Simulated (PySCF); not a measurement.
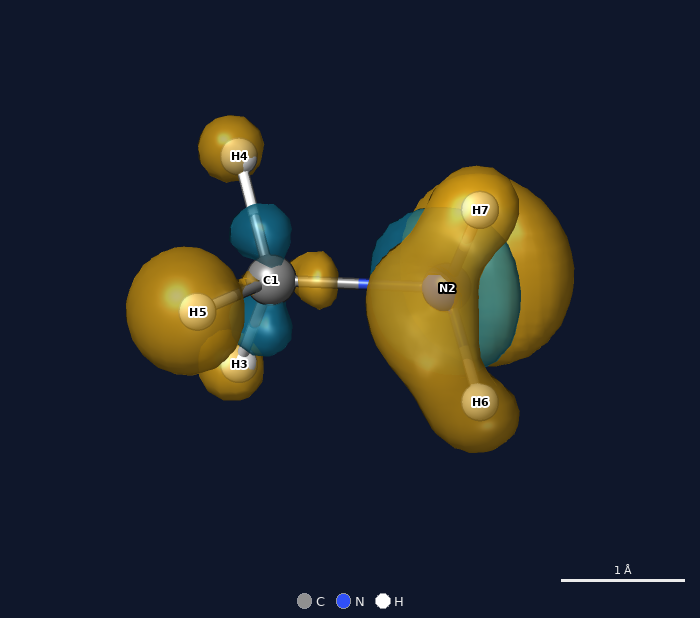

Figure. CH$_{5}$N, SMILES `CN`. Fukui function f⁻ = ρ(N) − ρ(N−1) at fixed geometry, surfaces at ±0.06 e/Å³ (yellow positive, teal negative).

PySCF calculation, LDA (SVWN)/def2-SVPD, gas phase; geometry: GFN2-xTB. No frequency check shows the geometry to be a minimum.

The calculation's input:

```python
import numpy as np
from pyscf import gto, scf, dft
from pyscf.scf import atom_ks, atom_hf
from scipy.linalg import block_diag

def solve(mol, dm0=None, hcore=None):
    mf = (dft.UKS if mol.spin else dft.RKS)(mol, xc='svwn')
    mf.grids.level = 3
    mf = mf.density_fit(auxbasis='def2-universal-jkfit')
    mf.conv_tol, mf.max_cycle = 1e-8, 80
    if hcore is not None:
        mf.get_hcore = lambda *args: hcore
    mf.kernel(dm0)
    if not mf.converged:
        mf = mf.newton().run(mf.mo_coeff, mf.mo_occ, max_cycle=30)
    assert mf.converged, 'SCF not converged'
    return mf

mol = gto.M(atom='''
C      0.70297     0.00004    -0.01586
N     -0.74311    -0.00008     0.12064
H      1.09860    -0.88406     0.48327
H      1.09890     0.88319     0.48403
H      1.06198     0.00053    -1.05538
H     -1.13793    -0.81842    -0.33099
H     -1.13764     0.81903    -0.33028
''', basis='def2-svpd', charge=0, spin=0, verbose=4)
mf = solve(mol)
out = dict(e0=mf.e_tot, dm0=mf.make_rdm1(), c=mf.mo_coeff, occ=mf.mo_occ, eps=mf.mo_energy)
for name, dq, spin in [('cation', 1, 1), ('anion', -1, 1)]:
    ion = mol.copy().set(charge=mol.charge + dq, spin=spin).build()
    mi = solve(ion)
    if spin and dq > 0 and mol.nao < 130:
        c, _, stable, _ = mi.stability(return_status=True)
        if not stable:
            mi = solve(ion, mi.make_rdm1(c, mi.mo_occ))
    print(name, 'vertical energy change / eV', (mi.e_tot - mf.e_tot) * 27.211386)
    out.update({'e_' + name: mi.e_tot, 'dm_' + name: mi.make_rdm1(), 's2_' + name: mi.spin_square()[0], 'eps_' + name: mi.mo_energy, 'occ_' + name: mi.mo_occ})
# spherically averaged free atoms, for the promolecule
atm = atom_ks.get_atm_nrks(mol, xc='svwn')
pro = block_diag(*[(atm[a[0]][2] * atm[a[0]][3]) @ atm[a[0]][2].T for a in mol._atom])
np.savez('result.npz', pro=pro, **out)
```

Run with:

```sh
OMP_NUM_THREADS=1 python input.py
```

The run took 100 s on 1 thread of Arm Neoverse V1 (shared host), peak memory 0.23 GiB.

Partitions, critical points and surface values were worked out afterwards from this run's density.

Q: Which atoms respond most to the removal of an electron?

A: f⁻ (Hirshfeld-condensed) is largest on N2 (0.35); the vertical ionisation energy is 9.65 eV. Condensed values hint at sites of electrophilic attack but needn't mark the atom that reacts. Orbital relaxation makes it negative in places (0.14 e in all).

```csv
atom,f⁻,charge
C1,+0.11,−0.09
N2,+0.35,−0.22
H3,+0.08,+0.04
H4,+0.08,+0.04
H5,+0.14,+0.03
H6,+0.12,+0.10
H7,+0.12,+0.10
```
